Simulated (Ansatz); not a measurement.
# CH2BN− (SMILES [BH2-]C#N): levels of theory compared

Wanted: a comparison of 6 runs (UHF/STO-3G, U-r2SCAN0/STO-3G, UBLYP/STO-3G, UPBE0/STO-3G, USVWN5/STO-3G, UMP2/STO-3G) of CH2BN−. 

The calculation is run with Ansatz 0.2.0.

2 further runs of the same task are left out: 1 that didn't finish, 1 set aside as unsound or not needed.

### Step 1. The system as given

CH2BN− has 5 atoms, charge -1, and is taken as a doublet. As SMILES, `[BH2-]C#N`. The C2–B1 distance was set to 2.928 Å, away from the relaxed value. At this shape a bond of the SMILES string is far longer than usual.

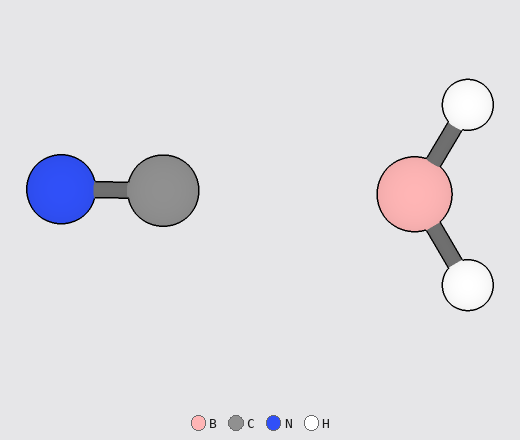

Viewed from a chosen angle; boron pink, carbon grey, nitrogen blue, hydrogen white.

### Step 2. A single-point energy at UHF/STO-3G (run 1)

in.yaml

```yaml
crystal:
  periodic: [false, false, false]
  atoms:
    - symbol: B
      position_ang: [-1.698656, 0.713531, -0.874053]
    - symbol: C
      position_ang: [0.740110, -0.310900, 0.381160]
    - symbol: "N"
      position_ang: [1.729380, -0.727540, 0.890010]
    - symbol: H
      position_ang: [-2.108776, 0.240491, -1.908563]
    - symbol: H
      position_ang: [-2.320236, 1.621081, -0.371393]
basis:
  gaussian: {orbitals: STO-3G}
total_charge: -1
magnetization: {spin_polarized: true, initial_magnetization: 1}
hamiltonian: {xc: hf}
accuracy: high
```

Started as:

```sh
$ ansatz run in.yaml --threads 1 --pin off --max-ram 2610MiB --events-out events.jsonl --progress --plain --runs-dir runs
```

The log of the run:

```text
Warning: RAYON_NUM_THREADS=1 ignored (pool sized by the plan → 1); use --threads N
Functional definition: HF
  name "HF"
  exchange = exact_x
  correlation = 0
272 factors; integrals over basis functions are off by at most 1.3e-8 eV
mean field evaluation 1: about -3164.3081 eV, gradient 1.3e1 eV
mean field evaluation 2: about -3164.3376 eV, gradient 1.3e1 eV
mean field evaluation 4: about -3165.8496 eV, gradient 2.6e0 eV
mean field evaluation 8: about -3165.9661 eV, gradient 5.5e-2 eV
mean field evaluation 16: about -3165.9643 eV, gradient 3.9e-7 eV
mean field evaluation 32: about -3165.9487 eV, gradient 3.1e-1 eV
mean field evaluation 64: about -3165.0850 eV, gradient 5.8e-1 eV
mean field evaluation 96: about -3165.9426 eV, gradient 3.1e-1 eV
mean field evaluation 128: about -3159.1197 eV, gradient 1.0e-1 eV
mean field -3165.96432373 eV, -116.3470429292 hartree, gradient 2.1e-8 eV, S^2 0.772457; 5 other end points of the search recorded, 0 dependent functions left out
reference -3165.96432373 eV, -116.3470429292 hartree; 11, 10 occupied and 6, 7 virtual orbitals, 272 factors
Total energy: -3165.96432373 eV, -116.3470429292 hartree
```

Run time: 0.24 s. Hardware: 1 thread of Arm Neoverse V1, shared host.

### Step 3. A single-point energy at U-r2SCAN0/STO-3G (run 2)

run.yaml

```yaml
basis:
  gaussian:
    orbitals: STO-3G
crystal:
  periodic: [false, false, false]
  atoms:
    - {symbol: B, position_ang: [-1.698656, 0.713531, -0.874053]}
    - {symbol: C, position_ang: [0.740110, -0.310900, 0.381160]}
    - {symbol: N, position_ang: [1.729380, -0.727540, 0.890010]}
    - {symbol: H, position_ang: [-2.108776, 0.240491, -1.908563]}
    - {symbol: H, position_ang: [-2.320236, 1.621081, -0.371393]}
total_charge: -1
magnetization:
  spin_polarized: true
  initial_magnetization: 1
hamiltonian:
  xc: {name: r2SCAN0}
accuracy: high
```

Started as:

```sh
$ ansatz run run.yaml --threads 1 --pin off --max-ram 2610MiB --events-out events.jsonl --progress --plain --runs-dir runs
```

The log of the run:

```text
Warning: RAYON_NUM_THREADS=1 ignored (pool sized by the plan → 1); use --threads N
Functional definition: r2SCAN0
  name "r2SCAN0"
  parameter a = 0.25
  parameter k0 = 0.174
  parameter k1 = 0.065
  parameter a1 = 4.9479
  exchange = (1 - a)*r2scan_x(k0 = k0, k1 = k1, a1 = a1) + a*exact_x
  correlation = r2scan_c
272 factors; integrals over basis functions are off by at most 1.3e-8 eV
mean field evaluation 1: about -3183.5702 eV, gradient 6.3e0 eV
mean field evaluation 2: about -3183.5776 eV, gradient 8.8e0 eV
mean field evaluation 4: about -3183.9603 eV, gradient 4.5e-1 eV
mean field evaluation 8: about -3183.9071 eV, gradient 3.7e-2 eV
mean field evaluation 16: about -3183.8603 eV, gradient 1.4e0 eV
mean field evaluation 32: about -3183.7992 eV, gradient 2.7e0 eV
mean field -3183.91738351 eV, -117.0068057073 hartree, gradient 2.8e-8 eV, S^2 0.754341; 4 other end points of the search recorded, 0 dependent functions left out
reference -3183.91738406 eV, -117.0068057275 hartree; 11, 10 occupied and 6, 7 virtual orbitals, 272 factors
Total energy: -3183.91738406 eV, -117.0068057275 hartree
```

Run time: 9.3 s. Hardware: 1 thread of Arm Neoverse V1, shared host; peak memory 0.21 GiB.

Runs 3 to 4 aren't shown in full; the table further down has their settings and results.

### Step 4. The energy at USVWN5/STO-3G (run 5)

molecule.yaml

```yaml
crystal:
  periodic: [false, false, false]
  atoms:
    - symbol: B
      position_ang: [-1.698656, 0.713531, -0.874053]
    - symbol: C
      position_ang: [0.740110, -0.310900, 0.381160]
    - symbol: "N"
      position_ang: [1.729380, -0.727540, 0.890010]
    - symbol: H
      position_ang: [-2.108776, 0.240491, -1.908563]
    - symbol: H
      position_ang: [-2.320236, 1.621081, -0.371393]
basis:
  gaussian: {orbitals: STO-3G}
hamiltonian: {xc: {name: SVWN5}}
magnetization: {spin_polarized: true, initial_magnetization: 1}
total_charge: -1
accuracy: high
```

Started as:

```sh
$ ansatz run molecule.yaml --threads 1 --pin off --max-ram 2610MiB --events-out events.jsonl --progress --plain --runs-dir runs
```

The log of the run:

```text
Warning: RAYON_NUM_THREADS=1 ignored (pool sized by the plan → 1); use --threads N
Functional definition: SVWN5
  name "SVWN5"
  exchange = slater_x
  correlation = vwn5_c
272 factors; integrals over basis functions are off by at most 1.3e-8 eV
mean field evaluation 1: about -3154.9121 eV, gradient 4.9e0 eV
mean field evaluation 2: about -3151.5776 eV, gradient 1.8e1 eV
mean field evaluation 4: about -3154.8846 eV, gradient 3.4e0 eV
mean field evaluation 8: about -3154.8803 eV, gradient 3.8e0 eV
mean field evaluation 16: about -3155.1396 eV, gradient 2.6e-6 eV
mean field evaluation 32: about -3155.0515 eV, gradient 1.7e0 eV
mean field -3155.13961287 eV, -115.9492421425 hartree, gradient 1.9e-8 eV, S^2 0.775243; 5 other end points of the search recorded, 0 dependent functions left out
reference -3155.13961450 eV, -115.9492422024 hartree; 11, 10 occupied and 6, 7 virtual orbitals, 272 factors
Total energy: -3155.13961450 eV, -115.9492422024 hartree
```

Wall time 1.8 s (1 thread of Arm Neoverse V1, shared host); peak memory 0.1 GiB.

### Step 5. A single-point energy at UMP2/STO-3G (run 6)

input.yaml

```yaml
crystal:
  periodic: [false, false, false]
  atoms:
    - symbol: B
      position_ang: [-1.698656, 0.713531, -0.874053]
    - symbol: C
      position_ang: [0.740110, -0.310900, 0.381160]
    - symbol: N
      position_ang: [1.729380, -0.727540, 0.890010]
    - symbol: H
      position_ang: [-2.108776, 0.240491, -1.908563]
    - symbol: H
      position_ang: [-2.320236, 1.621081, -0.371393]
basis:
  gaussian:
    orbitals: STO-3G
magnetization:
  spin_polarized: true
  initial_magnetization: 1
correlation:
  method: mp2
  frozen_orbitals: {B: 1, C: 1, H: 0, "N": 1}
total_charge: -1
accuracy: high
```

Started as:

```sh
$ ansatz run input.yaml --threads 1 --pin off --max-ram 2610MiB --events-out events.jsonl --progress --plain --runs-dir runs
```

The log of the run:

```text
Warning: RAYON_NUM_THREADS=1 ignored (pool sized by the plan → 1); use --threads N
[... 4 set-up lines as earlier in the session ...]
272 factors; integrals over basis functions are off by at most 1.3e-8 eV
mean field evaluation 1: about -3164.3081 eV, gradient 1.3e1 eV
mean field evaluation 2: about -3164.3376 eV, gradient 1.3e1 eV
mean field evaluation 4: about -3165.8496 eV, gradient 2.6e0 eV
mean field evaluation 8: about -3165.9661 eV, gradient 5.5e-2 eV
mean field evaluation 16: about -3165.9643 eV, gradient 3.9e-7 eV
mean field evaluation 32: about -3165.4812 eV, gradient 2.5e0 eV
mean field -3165.96432373 eV, -116.3470429292 hartree, gradient 2.1e-8 eV, S^2 0.772457; 6 other end points of the search recorded, 0 dependent functions left out
3 core orbitals not correlated: weight in the atoms' cores, before any rotation towards them, 1.000 or more for the frozen orbitals, at most 0.000 for the correlated occupied ones
reference -3165.96432373 eV, -116.3470429292 hartree; 8, 7 occupied and 6, 7 virtual orbitals, 272 factors
second order -4.53266502 eV of doubles, -0.00000000 eV of singles
Total energy: -3170.49698875 eV, -116.5136152963 hartree
```

It took 0.18 s on 1 thread of Arm Neoverse V1, shared host.

### Step 6. The series

| run | level | frozen core orbitals | energy (Eh) | ⟨S²⟩ | wall time |
| --- | --- | --- | --- | --- | --- |
| 1 | UHF/STO-3G | – | -116.347043 | 0.772 | 0.24 s |
| 2 | U-r2SCAN0/STO-3G | – | -117.006806 | 0.754 | 9.3 s |
| 3 | UBLYP/STO-3G | – | -117.036225 | 0.752 | 3.3 s |
| 4 | UPBE0/STO-3G | – | -116.937731 | 0.755 | 3.6 s |
| 5 | USVWN5/STO-3G | – | -115.949242 | 0.775 | 1.8 s |
| 6 | UMP2/STO-3G | 3 | -116.513615 | 0.772 | 0.18 s |

### Step 7. Summary of results

| quantity | value |
| --- | --- |
| run 6: total energy | -116.51362 Eh |
| run 6: correlation energy (3 core orbitals frozen) | -166.6 mEh |
| run 6: ⟨S²⟩ of the reference determinant | 0.772 |

What this shows: Totals of different functionals can't be ranked against each other. In runs 1, 2, 3, 4, 5, 6 the basis is minimal, so the values are rough. All runs together took 18 s, the longest 9.3 s.
